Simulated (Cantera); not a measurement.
Feed: 1 mol CF4, 0.92 mol HCl, a varied amount of H2, equilibrated at 2575 K and 17.3 Torr.

Equilibrium computed with Cantera from the NASA thermochemical tables; the gas is ideal and each condensed phase is pure. Candidate condensed phases: C, C6H6, C7H8, C8H18; 118 gas species. Rates play no part.

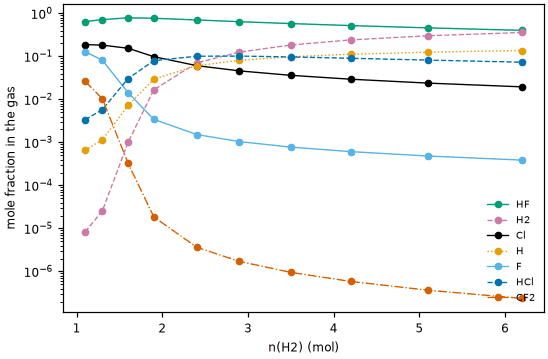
Equilibrium gas composition (values under 1e-9 drawn at 1e-9)

From 1.1 mol H2 to 6.2 mol H2 the condensed part is C(graphite). The main C-bearing gas is CF2 at 1.1 mol H2 and C2H2 (acetylene) at 6.2 mol H2. The share of C in condensed phases is highest at 1.9 mol H2 (99.5 %) and lowest at 1.1 mol H2 (84.7 %).
